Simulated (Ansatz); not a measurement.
# How cost and error scale: Zr2CO2 MXene, 4 layers (80 atoms) repeated

Wanted: cost and convergence against size for Zr2CO2 MXene, 4 layers (80 atoms).

Main program and level: Ansatz 0.2.0; Kohn-Sham DFT, LDA, PAW (set soft_2), plane waves.

### 1. The starting structure

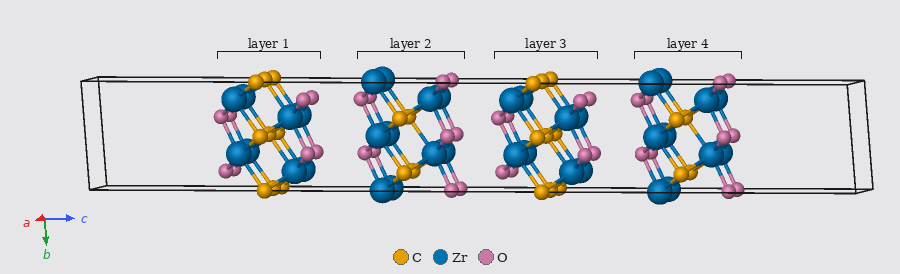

The cell as given, from the side, with the c axis across the page (carbon orange, zirconium blue, oxygen pink). Some periodic images of atoms are drawn too.

The cell holds 80 atoms: 16 C, 32 Zr and 32 O. Cell: a = 6.752 Å, b = 6.752 Å, c = 40.780 Å, α = 90.0°, β = 90.0°, γ = 120.0°. It derives from Zr2CO2 (Zr2CO2 MXene). 4 layers of Zr2CO2 MXene (a = 3.31 Å), 2 x 2 cells, biaxial strain +2 %, every second layer slid by 0.833 of a1 + 2 a2; facing planes 2.84, 2.72, 2.82 Å apart; 14 Å of vacuum. Regions: layer 1, 20 atoms (4 C, 8 Zr and 8 O); layer 2, 20 atoms (4 C, 8 Zr and 8 O); layer 3, 20 atoms (4 C, 8 Zr and 8 O); layer 4, 20 atoms (4 C, 8 Zr and 8 O). Vacuum lies along c.

What the set-up can't give: The cell is under 6 Å thick along two periodic directions, so every atom has periodic images of itself close by, which move with it and show among its neighbours and in g(r). Beside vacuum, support functions can miss their usual error bounds without a warning.

### 2. Plane waves, typed cell on a dense mesh

The typed cell on a k-mesh is the yardstick: it samples like Γ on the cell repeated as often as the mesh has points along each axis. Its own convergence isn't tested.

File input.yaml:

```yaml
crystal:
  lattice:
    - [6.7524, 0.0, 0.0]
    - [-3.3762, 5.84775, 0.0]
    - [0.0, 0.0, 40.78]
  atoms:
    - { symbol: C, position: [0.00404, 0.00017, 0.22835] }
    - { symbol: Zr, position: [0.16704, 0.33497, 0.26193] }
    - { symbol: Zr, position: [0.33202, 0.1635, 0.19448] }
    - { symbol: O, position: [0.33551, 0.16654, 0.28419] }
    - { symbol: O, position: [0.16881, 0.33586, 0.17151] }
    - { symbol: C, position: [0.00351, 0.50165, 0.2282] }
    - { symbol: Zr, position: [0.16715, 0.83519, 0.26144] }
    - { symbol: Zr, position: [0.33121, 0.66489, 0.19415] }
    - { symbol: O, position: [0.33593, 0.66698, 0.28433] }
    - { symbol: O, position: [0.16337, 0.83428, 0.17136] }
    - { symbol: C, position: [0.49751, 0.99558, 0.2283] }
    - { symbol: Zr, position: [0.6677, 0.33459, 0.26154] }
    - { symbol: Zr, position: [0.83174, 0.16714, 0.19407] }
    - { symbol: O, position: [0.83438, 0.1682, 0.28441] }
    - { symbol: O, position: [0.66602, 0.33446, 0.17153] }
    - { symbol: C, position: [0.49717, 0.49893, 0.22794] }
    - { symbol: Zr, position: [0.66697, 0.83423, 0.26152] }
    - { symbol: Zr, position: [0.83586, 0.66864, 0.19466] }
    - { symbol: O, position: [0.83563, 0.66683, 0.28463] }
    - { symbol: O, position: [0.66606, 0.83417, 0.17211] }
    - { symbol: C, position: [0.41599, 0.83439, 0.41044] }
    - { symbol: Zr, position: [0.58322, 0.16542, 0.44427] }
    - { symbol: Zr, position: [0.75499, 0.00208, 0.37657] }
    - { symbol: O, position: [0.74777, 0.99861, 0.46665] }
    - { symbol: O, position: [0.58488, 0.16765, 0.35418] }
    - { symbol: C, position: [0.41912, 0.33649, 0.41034] }
    - { symbol: Zr, position: [0.58487, 0.66828, 0.44432] }
    - { symbol: Zr, position: [0.74906, 0.50003, 0.37668] }
    - { symbol: O, position: [0.75046, 0.5016, 0.4668] }
    - { symbol: O, position: [0.5821, 0.66482, 0.35355] }
    - { symbol: C, position: [0.91777, 0.83457, 0.41046] }
    - { symbol: Zr, position: [0.08189, 0.1645, 0.44395] }
    - { symbol: Zr, position: [0.25231, 0.99905, 0.37638] }
    - { symbol: O, position: [0.2514, 0.00298, 0.46664] }
    - { symbol: O, position: [0.0819, 0.16599, 0.35389] }
    - { symbol: C, position: [0.91632, 0.33347, 0.4104] }
    - { symbol: Zr, position: [0.08351, 0.66744, 0.44408] }
    - { symbol: Zr, position: [0.24968, 0.50104, 0.37694] }
    - { symbol: O, position: [0.25213, 0.50164, 0.46707] }
    - { symbol: O, position: [0.08154, 0.66179, 0.35393] }
    - { symbol: C, position: [0.99981, 0.00213, 0.59003] }
    - { symbol: Zr, position: [0.16633, 0.33536, 0.62304] }
    - { symbol: Zr, position: [0.33231, 0.16612, 0.55683] }
    - { symbol: O, position: [0.3352, 0.16705, 0.64627] }
    - { symbol: O, position: [0.16737, 0.33307, 0.53344] }
    - { symbol: C, position: [0.99978, 0.5004, 0.58992] }
    - { symbol: Zr, position: [0.16479, 0.8338, 0.62335] }
    - { symbol: Zr, position: [0.33586, 0.66663, 0.55621] }
    - { symbol: O, position: [0.33681, 0.66889, 0.64645] }
    - { symbol: O, position: [0.16558, 0.83403, 0.53344] }
    - { symbol: C, position: [0.50258, 0.00105, 0.58997] }
    - { symbol: Zr, position: [0.66503, 0.33369, 0.62305] }
    - { symbol: Zr, position: [0.83208, 0.16468, 0.5566] }
    - { symbol: O, position: [0.83558, 0.16935, 0.64616] }
    - { symbol: O, position: [0.66712, 0.33436, 0.53345] }
    - { symbol: C, position: [0.50152, 0.50295, 0.5899] }
    - { symbol: Zr, position: [0.66344, 0.82998, 0.62355] }
    - { symbol: Zr, position: [0.83071, 0.66557, 0.5564] }
    - { symbol: O, position: [0.83484, 0.66636, 0.64631] }
    - { symbol: O, position: [0.66822, 0.83158, 0.53343] }
    - { symbol: C, position: [0.41745, 0.83622, 0.77226] }
    - { symbol: Zr, position: [0.58213, 0.16539, 0.80531] }
    - { symbol: Zr, position: [0.75275, 0.00396, 0.73857] }
    - { symbol: O, position: [0.75024, 0.99855, 0.82844] }
    - { symbol: O, position: [0.58166, 0.16736, 0.71563] }
    - { symbol: C, position: [0.41723, 0.33144, 0.77171] }
    - { symbol: Zr, position: [0.58325, 0.6654, 0.80581] }
    - { symbol: Zr, position: [0.75025, 0.50085, 0.73901] }
    - { symbol: O, position: [0.75347, 0.5016, 0.82777] }
    - { symbol: O, position: [0.58245, 0.6634, 0.71549] }
    - { symbol: C, position: [0.91784, 0.83524, 0.77208] }
    - { symbol: Zr, position: [0.08275, 0.16953, 0.80525] }
    - { symbol: Zr, position: [0.24857, 0.9995, 0.73818] }
    - { symbol: O, position: [0.24886, 0.99935, 0.82803] }
    - { symbol: O, position: [0.0821, 0.1649, 0.71491] }
    - { symbol: C, position: [0.91912, 0.333, 0.77168] }
    - { symbol: Zr, position: [0.08448, 0.66768, 0.80599] }
    - { symbol: Zr, position: [0.253, 0.50259, 0.73823] }
    - { symbol: O, position: [0.25314, 0.50277, 0.82837] }
    - { symbol: O, position: [0.08331, 0.66641, 0.71548] }
kpoints:
  mp_grid: { grid: [3, 3, 1] }
hamiltonian:
  xc: lda
scf:
  occupations: { method: fixed }
output:
  forces: true
  populations: true
  dos:
    method: { smearing: { sigma: 0.1 } }
    de: 0.1
    projected:
      site_lists:
        C: [C]
        O: [O]
        Zr: [Zr]
        layer_1: [0, 1, 2, 3, 4, 5, 6, 7, 8, 9, 10, 11, 12, 13, 14, 15, 16, 17, 18, 19]
        layer_2: [20, 21, 22, 23, 24, 25, 26, 27, 28, 29, 30, 31, 32, 33, 34, 35, 36, 37, 38, 39]
        layer_3: [40, 41, 42, 43, 44, 45, 46, 47, 48, 49, 50, 51, 52, 53, 54, 55, 56, 57, 58, 59]
        layer_4: [60, 61, 62, 63, 64, 65, 66, 67, 68, 69, 70, 71, 72, 73, 74, 75, 76, 77, 78, 79]
  eigenvalues: true
```

The run is started by

```
$ ansatz run input.yaml --threads 32 --pin off --max-ram 143360MiB --backend cuda --events-out ev --progress --plain --runs-dir out
```

Log:

```text
Engine: ansatz 0.2.0, aarch64-unknown-linux-gnu
Pseudopotentials: kind: paw
Pseudopotential: C, paw, valence charge 4, recommended cutoff 420 eV (normal), C.paw.azcp
Pseudopotential: Zr, paw, valence charge 12, recommended cutoff 420 eV (normal), Zr.paw.azcp
Pseudopotential: O, paw, valence charge 6, recommended cutoff 420 eV (normal), O.paw.azcp
[... 3 lines on functional and potentials left out ...]
device memory: the entry about to start is reckoned to put 28.8 GiB on a device that reports 182.5 GiB free
GPU FFT provider: cuFFT
GPU libraries: cuBLAS 13.8.1, cuFFT 12.4.0, cuSOLVER 12.3.2
GPU matrix products: emulated (plane waves: as basis.precision tells), large ones in fixed point in workspaces of 1.00 GiB
Crystal: 80 atoms, lattice volume = 1610.253 Å³
Basis set: ecut = 420 eV, 31517 PW (Γ)
Bands: 400, of which v1, the nominal top of the filled ones, is band 320 counted from 1 (319 counted from 0)
Symmetry: 1 space group operations
Space group: P1 (ITA 1), of the structure as read, at distance tolerance 1.2e-4 Å
k-points: 5 of 9 (time reversal used)
[... 10 lines on functional and potentials left out ...]
Initial density: superposition of atomic densities (neutral atoms: chi_scale 0, normalization atom), corrected by the library's trained network
Initial wavefunctions: pseudopotential atomic-orbital guess
GPU buffer pool allocated for 663552 grid points (all kernels)
GPU transforms: local potential and band sums: pruned to the plane-wave sphere, on 45×45×288
Functional: x = slater, c = lda
SCF iter   1: F=—  HF=-152230.663372 eV  |F-HF|=—  |Δ(HF+E_count)|=         —  Δρ=1.16e-2  dr2=2.19e0  ethr=1.77e-3  ⟨swp⟩=4.0  Hψ=6655  notcnv=0  defer=364
preconditioner: auto → Resta (q_TF=auto, 2.339 Å⁻¹)  ε∞=5.1  [insulator: Δε(μ)=0.904 eV  Ē_g=8.978 eV  n_scr=384 (ndim 8)  ℏωp=18.1 eV  f_vac=0.318  ε∞_Penn≈5.1  vacuum switching on, ρ_ref=5.8e-3 e/Å³]
SCF iter   2: F=—  HF=-152230.336761 eV  |F-HF|=—  |Δ(HF+E_count)|=   3.27e-1  Δρ=5.91e-3  dr2=4.73e-1  ethr=3.42e-4  ⟨swp⟩=2.0  Hψ=3291  notcnv=0  defer=369
SCF iter   3: F=—  HF=-152230.256679 eV  |F-HF|=—  |Δ(HF+E_count)|=   8.01e-2  Δρ=2.17e-3  dr2=5.20e-2  ethr=7.39e-5  ⟨swp⟩=2.0  Hψ=2614  notcnv=0  defer=386
SCF iter   4: F=—  HF=-152230.246262 eV  |F-HF|=—  |Δ(HF+E_count)|=   1.04e-2  Δρ=7.33e-4  dr2=1.07e-2  ethr=8.13e-6  ⟨swp⟩=3.0  Hψ=3121  notcnv=0  defer=390
SCF iter   5: F=—  HF=-152230.244978 eV  |F-HF|=—  |Δ(HF+E_count)|=   1.28e-3  Δρ=3.22e-4  dr2=1.76e-3  ethr=1.67e-6  ⟨swp⟩=2.0  Hψ=2518  notcnv=0  defer=390
SCF iter   6: F=—  HF=-152230.244147 eV  |F-HF|=—  |Δ(HF+E_count)|=   8.31e-4  Δρ=1.07e-4  dr2=2.98e-4  ethr=2.74e-7  ⟨swp⟩=2.2  Hψ=2600  notcnv=0  defer=363
SCF iter   7: F=—  HF=-152230.244133 eV  |F-HF|=—  |Δ(HF+E_count)|=   1.33e-5  Δρ=8.71e-5  dr2=1.32e-4  ethr=4.65e-8  ⟨swp⟩=2.0  Hψ=2460  notcnv=0  defer=360
SCF iter   8: F=—  HF=-152230.244102 eV  |F-HF|=—  |Δ(HF+E_count)|=   3.13e-5  Δρ=2.24e-5  dr2=1.25e-5  ethr=2.06e-8  ⟨swp⟩=2.0  Hψ=2596  notcnv=0  defer=360
SCF iter   9: F=—  HF=-152230.245923 eV  |F-HF|=—  |Δ(HF+E_count)|=   1.82e-3  Δρ=1.70e-5  dr2=6.06e-6  ethr=1.95e-9  ⟨swp⟩=3.0  Hψ=3211  notcnv=0  defer=360
SCF iter  10: F=—  HF=-152230.245922 eV  |F-HF|=—  |Δ(HF+E_count)|=   1.35e-6  Δρ=4.42e-6  dr2=5.05e-7  ethr=9.47e-10  ⟨swp⟩=2.0  Hψ=2595  notcnv=0  defer=360
SCF iter  11: F=—  HF=-152230.245922 eV  |F-HF|=—  |Δ(HF+E_count)|=   1.21e-7  Δρ=2.72e-6  dr2=1.92e-7  ethr=1.56e-11  ⟨swp⟩=15.4  Hψ=10747  notcnv=0
SCF iter  12: F=-152230.245922 eV  HF=-152230.245922 eV  |F-HF|=6.67e-8  |Δ(HF+E_count)|=   1.55e-8  Δρ=1.83e-6  dr2=7.76e-8  ethr=1.56e-11  ⟨swp⟩=4.0  Hψ=5513  notcnv=0
SCF 1 converged in 12 iterations: F = -152230.245922 eV  dr2 = 7.76e-8
  greatest PAW one-centre occupation: 0.997 electrons in one spin orbital (limit 2), on the Zr atom at site 76 (counted from 0), in its partial waves of l = 0
SCF converged after 12 iterations
Free energy (F): -152230.245922 eV
Harris-Foulkes:  -152230.245922 eV  (|F-HF|=6.67e-8)
Internal energy: -152230.245922 eV  (E = F + TS)
E sigma→0 (E₀):  -152230.245922 eV
Fermi energy:    5.677091 eV
--- Per-component energies (eV) ---
  E_band       = -6959.020473
  E_kinetic    = 17577.337924
  E_local      = -553769.822833  (includes V_loc(G=0)·N_el)
  E_nonlocal   = 4615.027991
  E_hartree    = 269276.806533
  E_xc         = -8223.081982
  E_vxc        = -10036.991702  (∫ρ·V_xc dr)
  E_paw        = -97291.842506  (= ΣΔE_a)
  E_vpaw       = -3898.258244  (= ΣTr[D̂ρ^β])
  E_aug_tail   = 0.079763  (compensation charges beyond the density's cutoff)
  E_ewald      = 215569.289551
  E_core_change = 15.959637  (= ΣΔE_core)
  E_smearing   = -0.000000  (= −TS)
  E_closure    = -0.000000  (closes the sum)
  Σ components = -152230.245922   (vs F -152230.245922, Δ=0.00e0)
--- Forces (eV/Å), atoms counted from 1 ---
[... 80 lines of forces left out ...]
  max |Σ_I F_I| component: 7.95e-4 eV/Å
--- Band table (eV; the first three rows and the last of 5) ---
--- Löwdin populations: 80 sites ---
  site symbol       q [e]
[... 80 lines, one an atom, left out ...]
  spilling = 0.004109 (of n_electrons = 640.000000)
```

Run time: 3.6 s. Hardware: 1 × NVIDIA GB200 with 32 threads of Arm Neoverse V2, shared host; peak memory 2.7 GiB; 13 s of CPU time.

That memory is the host's; the program planned up to 28.8 GiB on the GPU. Forces of this run were stored rounded, and per-atom blocks of the log weren't kept.

Numbers from this run:

| Item | Value |
| --- | --- |
| free energy | -152230.2459 eV |
| free energy per atom | -1902.8781 eV/atom |
| SCF cycles | 12 |
| r.m.s. force component | 0.5541 eV/Å |
| longest force | 1.375 eV/Å |
| Fermi energy | 5.677 eV |
| gap (highest filled to lowest empty level) | 0.7632 eV |
| spilling of the projection | 0.004109 |

The r.m.s. force component of 0.55 eV/Å sets the scale for the differences below.

### 3. Plane waves, 80 atoms

The typed cell is solved at Γ alone, the coarsest sampling of the series.

input.yaml, the sections that differ from step 2:

```yaml
kpoints:
  mp_grid: { grid: [1, 1, 1] }
output:
  forces: true
  eigenvalues: true
# crystal, hamiltonian, scf: as in step 2
```

Run time: 1.6 s. Hardware: 1 × NVIDIA GB200 with 32 threads; peak memory 1.4 GiB.

That memory is the host's; the program planned up to 4.7 GiB on the GPU.

It converged in 13 SCF cycles; the log is left out.

The energy lies 241 meV/atom above the dense-mesh reference.

### 4. Support functions, 80 atoms

The typed cell is solved at Γ alone, now in support functions.

This step: Kohn-Sham DFT, LDA, PAW (set soft_2), localised support functions (medium) (Ansatz 0.2.0).

input.yaml: that of step 3 with these lines changed.

```diff
@@ -13,2 +13,5 @@
   occupations: { method: fixed }
+  eigensolver: { kind: { support_functions: { accuracy: medium } } }
+  mixing: { beta: 0.2 }
+  max_iter: 150
 output:
```

Log:

```text
Warning: scf.eigensolver.kind.support_functions: disabling space-group detection — the functions' gradient is summed over unrotated k-points, so no spatial operation reduces the k-mesh or symmetrises the density; time reversal is kept, so that k and −k are solved as one point where they differ and the mesh holds both, and exact exchange and, on two spinor components, a DFT+U term hold to it where the run has them: [...]
Warning: basis.ecutwfc = 464 eV, auto-derived: no grid that the accuracy of the support functions lays serves the files at the lower one that their records recommend; a deck with other species or settings can derive another value
settings of this run that can trade accuracy for cost: scf.eigensolver.kind.support_functions [...]
[...]
GPU FFT provider: cuFFT
GPU libraries: cuBLAS 13.8.1, cuFFT 12.4.0, cuSOLVER 12.3.2
[...]
Crystal: 80 atoms, lattice volume = 1610.253 Å³
Basis set: ecut = 464 eV, 36569 PW (Γ)
Bands: 384, of which v1, the nominal top of the filled ones, is band 320 counted from 1 (319 counted from 0)
Symmetry: 1 space group operations
k-points: 1
[...]
GPU buffer pool allocated for 1080000 grid points (all kernels)
[...]
SCF iter   1: F=—  HF=-152288.767491 eV  |F-HF|=—  |Δ(HF+E_count)|=         —  Δρ=1.46e-1  dr2=4.52e2  ethr=1.00e-1
[...]
SCF iter  25: F=—  HF=-152211.395860 eV  |F-HF|=—  |Δ(HF+E_count)|=   2.12e-7  Δρ=9.53e-6  dr2=2.06e-6  ethr=3.98e-10  κ⁻¹=2.7e-5(r=7)
SCF iter  26: F=-152211.395859 eV  HF=-152211.395859 eV  |F-HF|=2.59e-7  |Δ(HF+E_count)|=   6.22e-7  Δρ=4.56e-6  dr2=3.64e-7  ethr=3.23e-10
SCF 1 converged in 26 iterations: F = -152211.397152 eV  dr2 = 3.64e-7
[...]
SCF converged after 26 iterations
Stability not checked: this state was not tested for a lower state beside it, because the mixer in use, unlike msr1, does not test its closes by its own steps (another_mixer; see scf.mixing.algorithm and scf.lower_state_search)
Free energy (F): -152211.397152 eV
[...]
Internal energy: -152211.397152 eV  (E = F + TS)
E sigma→0 (E₀):  -152211.397152 eV
Fermi energy:    6.018754 eV
[...]
Σ components = -152211.397152   (vs F -152211.397152, Δ=0.00e0)
--- Forces (eV/Å), atoms counted from 1 ---
[... 80 lines of forces left out ...]
  max |Σ_I F_I| component: 1.48e-3 eV/Å
--- Band table (eV) ---
[... left out ...]
```

Run time: 6.5 s. Hardware: 1 × NVIDIA GB200 with 32 threads; peak memory 1.4 GiB; 26 s of CPU time.

That memory is the host's; the program planned up to 6.1 GiB on the GPU.

The program notes that the band table was not solved further than the SCF left it and it switched symmetry off.

The energy lies 236 meV/atom above the dense-mesh reference, and 5.1 meV/atom below plane waves of the same size, an offset between the two bases that leaves the sampling error alike.

### 5. Plane waves, 720 atoms

The cell is repeated and solved at Γ in plane waves, whose cost grows towards the cube of the size.

This step: Kohn-Sham DFT, LDA, PAW (set soft_2), plane waves (Ansatz 0.2.0).

input.yaml, the sections that differ from step 4:

```yaml
crystal:
  lattice:
    - [6.7524, 0.0, 0.0]
    - [-3.3762, 5.84775, 0.0]
    - [0.0, 0.0, 40.78]
  atoms:
    [... the 80 atom lines of step 2 ...]
  supercell: [3, 3, 1]
scf:
  occupations: { method: fixed }
# kpoints, hamiltonian, output: as in step 4
```

Run time: 22 s. Hardware: 1 × NVIDIA GB200 with 32 threads; peak memory 3.7 GiB; 43 s of CPU time.

That memory is the host's; the program planned up to 107 GiB on the GPU.

The program repeats the typed cell 3×3×1 times, 720 atoms in all; totals in the log are those of the whole repeated cell, and force differences are taken after averaging over the copies of each atom.

It converged in 13 SCF cycles; the log is left out.

This repeat at Γ samples the very k-points of the reference's mesh, so the two must agree.

The energy lies 0 meV/atom below the dense-mesh reference.

### 6. Support functions, 720 atoms

The repeated cell is solved at Γ in support functions.

This step: Kohn-Sham DFT, LDA, PAW (set soft_2), localised support functions (medium) (Ansatz 0.2.0).

input.yaml: that of step 5 with these lines changed.

```diff
@@ -14,2 +14,5 @@
   occupations: { method: fixed }
+  eigensolver: { kind: { support_functions: { accuracy: medium } } }
+  mixing: { beta: 0.2 }
+  max_iter: 150
 output:
```

Log:

```text
[...]
GPU FFT provider: cuFFT
GPU libraries: cuBLAS 13.8.1, cuFFT 12.4.0, cuSOLVER 12.3.2
[...]
Crystal: 720 atoms, lattice volume = 14492.279 Å³
Basis set: ecut = 464 eV, 328949 PW (Γ)
Bands: 3456, of which v1, the nominal top of the filled ones, is band 2880 counted from 1 (2879 counted from 0)
Symmetry: 1 space group operations
k-points: 1
[...]
GPU buffer pool allocated for 6750000 grid points (all kernels)
[...]
SCF iter   1: F=—  HF=-1370678.367268 eV  |F-HF|=—  |Δ(HF+E_count)|=         —  Δρ=1.40e-1  dr2=3.69e3  ethr=1.00e-1
[...]
SCF iter  18: F=—  HF=-1370075.710586 eV  |F-HF|=—  |Δ(HF+E_count)|=   8.09e-3  Δρ=1.05e-5  dr2=1.62e-5  ethr=4.85e-10  κ⁻¹=2.0e-5(r=7)
SCF iter  19: F=-1370075.710586 eV  HF=-1370075.710587 eV  |F-HF|=1.08e-6  |Δ(HF+E_count)|=   9.97e-7  Δρ=4.19e-6  dr2=3.91e-6  ethr=2.81e-10
SCF 1 converged in 19 iterations: F = -1370075.875856 eV  dr2 = 3.91e-6
[...]
SCF converged after 19 iterations
[...]
Free energy (F): -1370075.875856 eV
[...]
Internal energy: -1370075.875856 eV  (E = F + TS)
E sigma→0 (E₀):  -1370075.875856 eV
Fermi energy:    5.677538 eV
[...]
Σ components = -1370075.875856   (vs F -1370075.875856, Δ=0.00e0)
--- Forces (eV/Å), atoms counted from 1 ---
  atom   1  C     -0.23065241    -0.05121845    -0.21277900
  atom   2  Zr     0.14922485     0.00897797     0.78304975
  atom   3  Zr    -0.10994031     0.35835800    -0.76143147
  atom   4  O     -0.04420859     0.05591768    -0.96609017
  atom   5  O     -0.13570378    -0.20687135     1.11899133
  atom   6  C     -0.23209497    -0.13895322    -0.20688159
  [... forces on the other 714 atoms ...]
  max |Σ_I F_I| component: 1.20e-2 eV/Å
--- Band table (eV) ---
[... left out ...]
```

Run time: 28 s. Hardware: 1 × NVIDIA GB200 with 32 threads; peak memory 4.1 GiB; 67 s of CPU time.

That memory is the host's; the program planned up to 30.7 GiB on the GPU.

The program repeats the typed cell 3×3×1 times, 720 atoms in all; totals in the log are those of the whole repeated cell, and force differences are taken after averaging over the copies of each atom.

The energy lies 5.09 meV/atom below the dense-mesh reference, and 5.1 meV/atom below plane waves of the same size, an offset between the two bases that leaves the sampling error alike.

(Continued in part 2 of 3.)

[Logs are printed without paths, hosts, clocks, repeated set-up lines and the standing remarks that a program may print on its own settings, such as how far it seeks lower states.]

[Hosts, paths, dates, database ids (printed as entryN), source tags and the programs' standing remarks are cut or masked in the printed files.]
